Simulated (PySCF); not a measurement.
System: C₃H₇N₃Si, SMILES Cc1ncn([SiH3])n1.

Vertical TDDFT excitations, ωB97X-D/def2-SVPD, PySCF 2.14.0, at a GFN2-xTB geometry (no frequency check), gas phase.

Question: What does its absorption spectrum look like?

Answer: The lowest singlet lies at 6.28 eV (197 nm, f = 0.003); the brightest of the first 8 is S2 at 6.87 eV (180 nm), f = 0.159, mainly HOMO → LUMO+1 (71 %). No singlet lies below 3.1 eV (beyond 400 nm), so at this level no vertical transition falls in the visible.


```tsv
state	E (eV)	λ (nm)	f	main character
S1	6.28	197	0.003	HOMO−1 → LUMO+1 (82 %)
S2	6.87	180	0.159	HOMO → LUMO+1 (71 %)
S3	7.12	174	0.000	HOMO → LUMO (76 %)
S4	7.37	168	0.019	HOMO−2 → LUMO+1 (57 %)
S5	7.40	168	0.000	HOMO−3 → LUMO+1 (37 %)
S6	7.77	160	0.002	HOMO−3 → LUMO+1 (43 %)
S7	7.87	157	0.016	HOMO−1 → LUMO (54 %)
S8	7.89	157	0.003	HOMO → LUMO+2 (35 %)
```

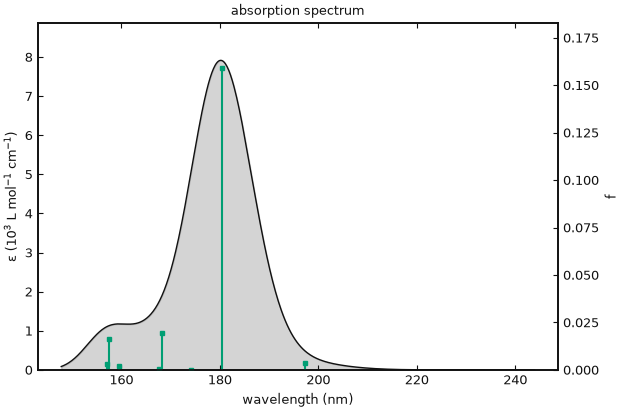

Only the first 8 singlet excitations are included; each is broadened by a Gaussian of 1/e half-width 0.33 eV. Sticks give oscillator strengths (right axis).

Caveats: the tight-binding geometry is rougher than a DFT one and adds to the error; core orbitals are frozen in the response.
